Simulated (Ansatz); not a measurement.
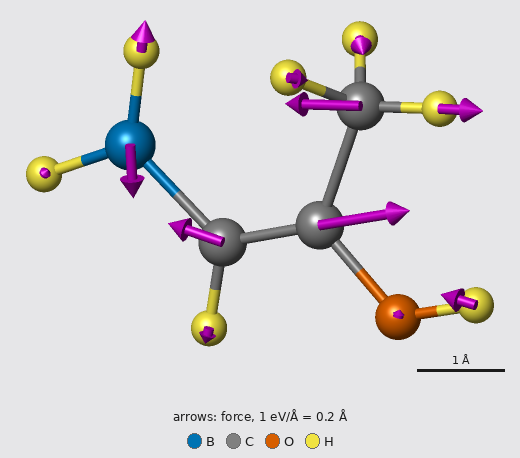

Starting geometry of C₃H₇BO (coarse preliminary run) with the computed forces as purple arrows. The picture is a ball-and-stick view, seen at a tilt.

The start comes from a force field.

The calculation used Ansatz, RKS PBE-D4/def2-SVP. (force threshold 0.03 eV/Å; at most 200 steps)

Q: Is this structure relaxed? If not, where do the atoms go?

A: It isn't relaxed: the largest force vector, on a C atom, is 5.91 eV/Å. The final displacements have little in common with the starting forces (cosine between the two patterns 0.09). After 12 accepted moves (16 points after the start) the energy has fallen by 18.5 kcal/mol. Largest force component: 5.9 eV/Å at the start, 0.011 eV/Å at the end. The line search rejected the trial steps at points 3, 9, 12, 15 of the run. The forces were under the threshold at step 13, but the run went on from there. The atom that moves furthest after the best rigid fit is an H atom (1.07 Å). By element the largest moves are H 1.07 Å, O 0.23 Å, B 0.17 Å, C 0.09 Å. Near-neighbour distances that change, for instance: C–H 1.033 → 1.112 Å, B–H 1.143 → 1.222 Å, C–C 1.572 → 1.500 Å, C–C 1.313 → 1.377 Å. Among the angles between lasting bonds that change: C–O–H 121.6° → 109.4°, C–C–H 105.3° → 111.2°, C–B–H 115.4° → 120.5°. Groups turn about C–C by about 60°. Cost: 7 s on 4 threads of AMD EPYC 9R45 (shared host).
